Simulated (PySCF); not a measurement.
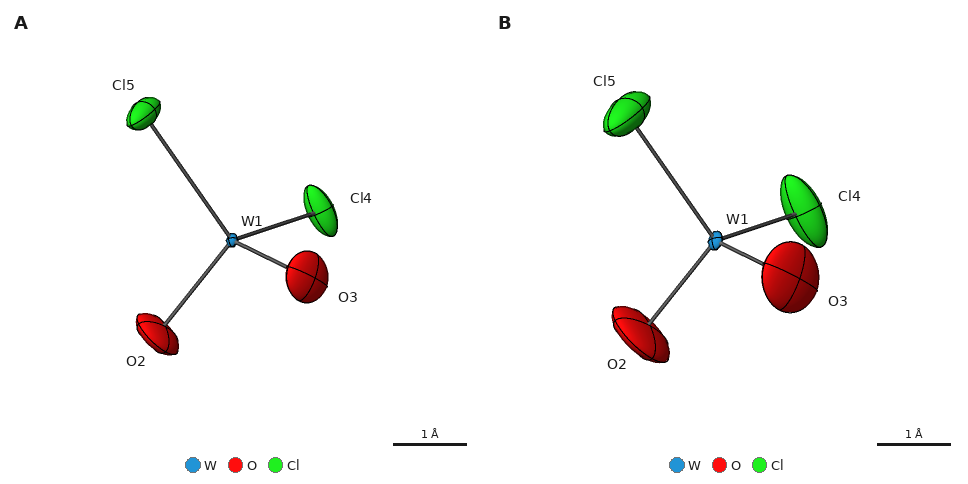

Displacement ellipsoids at the 50 % level, scaled by 3, from the internal vibrations of the free molecule (harmonic, no overall translation or rotation; no half-axis is drawn under 0.075 Å). The species is neutral and a spin singlet. Vibrations computed with RKS-based PBE0, W def2-SVP with ECP60, O def2-SVP, Cl def2-SVP; scalar-relativistic core potentials; density fitting (PySCF 2.14.0). One panel is for 298 K, the other for 600 K.

**Which panel is for 600 K?**

B.

**How much does the mean-square displacement of Cl4 grow, and why?**

U_eq goes from 0.0035 to 0.0067 Å², a factor of 1.9. Modes below kT (417 cm⁻¹ at 600 K) grow about in proportion to T, and the lowest lies at 112 cm⁻¹; the mean-square amplitude of a mode is its zero-point value times coth(ħω/2kT), which comes close to 1 only above about 3kT.

The search tried a few shapes and spins; others may lie lower.
